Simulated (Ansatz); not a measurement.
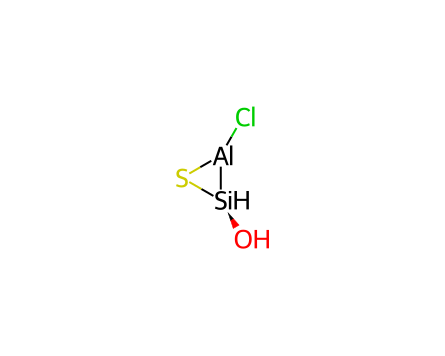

Skeletal drawing of a molecule.

Question: Transcribe the drawing into SMILES.

Answer: O[Si@H]1[S][Al]1[Cl]

Question: What is the molecular formula?

Answer: AlClH2OSSi.

Question: An optimisation with PBE0-D4/def2-TZVP gave a structure of which point group?

Answer: C1.

More results for the same structure follow; atom numbers are the same in all pictures, views and colours differ. The computed structure is the end point of a PBE0-D4/def2-TZVP optimisation.

Vibrations

Harmonic vibrations computed with RKS PBE0-D4/def2-TZVP (Ansatz 0.2.0) at a stationary point of the same level.

Question: List the wavenumbers.

Answer: 15 modes: 91, 116, 186, 223, 300, 311, 387, 502, 657, 670, 781, 885, 924, 2248, 3911 cm⁻¹.

Levels of theory compared

Program: Ansatz 0.2.0.

At this fixed geometry, give HOMO–LUMO gap (eV), HOMO energy (eV) at these levels: B3LYP-D4/def2-TZVPP; CAM-B3LYP-D4/def2-TZVPP; PBE0-D4/def2-QZVPP; SPW92 (LDA)/def2-TZVPP; revPBE-D4/def2-TZVPP; ωB97M-V/def2-QZVPP; ωB97M-V/def2-SVP; ωB97M-V/def2-TZVPP; ωB97X-V/def2-TZVPP.

```tsv
level	HOMO–LUMO gap (eV)	HOMO energy (eV)
B3LYP-D4/def2-TZVPP	4.58	−6.50
CAM-B3LYP-D4/def2-TZVPP	7.13	−7.89
PBE0-D4/def2-QZVPP	4.88	−6.73
SPW92 (LDA)/def2-TZVPP	3.08	−5.80
revPBE-D4/def2-TZVPP	3.20	−5.61
ωB97M-V/def2-QZVPP	8.48	−8.65
ωB97M-V/def2-SVP	8.72	−8.53
ωB97M-V/def2-TZVPP	8.57	−8.62
ωB97X-V/def2-TZVPP	8.97	−8.83
```

Dipole moment

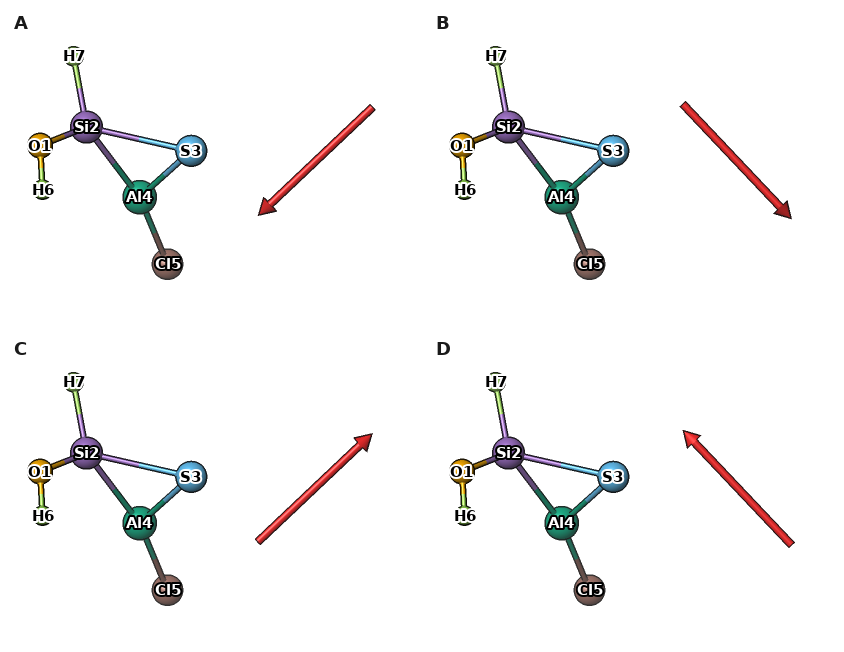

The same molecule four times, each with an arrow. Level of theory: RKS r2SCAN-D4/def2-TZVPP (Ansatz 0.2.0).

Question: Which arrow points along the dipole moment, from the negative to the positive end?

Answer: A. The dipole moment is 1.40 D; it points from the side of S3 to the side of H6 (the outermost atoms at the two ends).

Thermal motion

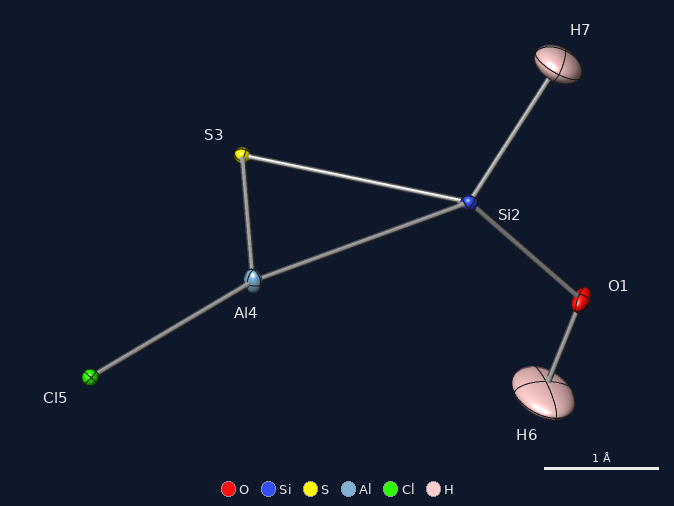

Displacement ellipsoids at the 50 % level, from the internal vibrations of the free molecule (harmonic, no overall translation or rotation; no half-axis is drawn under 0.075 Å). Vibrations computed with RKS PBE0-D4/def2-TZVP (Ansatz 0.2.0). Temperature: 100 K.

Give the displacement parameters, one line for each set of equivalent atoms.

```json
{"atom": "O1", "U_eq (Å²)": "0.0039", "rms amplitudes (Å)": "0.033, 0.053, 0.089"}
{"atom": "Si2", "U_eq (Å²)": "0.0013", "rms amplitudes (Å)": "0.029, 0.035, 0.041"}
{"atom": "S3", "U_eq (Å²)": "0.0013", "rms amplitudes (Å)": "0.018, 0.035, 0.047"}
{"atom": "Al4", "U_eq (Å²)": "0.0034", "rms amplitudes (Å)": "0.030, 0.061, 0.075"}
{"atom": "Cl5", "U_eq (Å²)": "0.0016", "rms amplitudes (Å)": "0.030, 0.038, 0.048"}
{"atom": "H6", "U_eq (Å²)": "0.0362", "rms amplitudes (Å)": "0.078, 0.175, 0.268"}
{"atom": "H7", "U_eq (Å²)": "0.0211", "rms amplitudes (Å)": "0.091, 0.147, 0.183"}
```
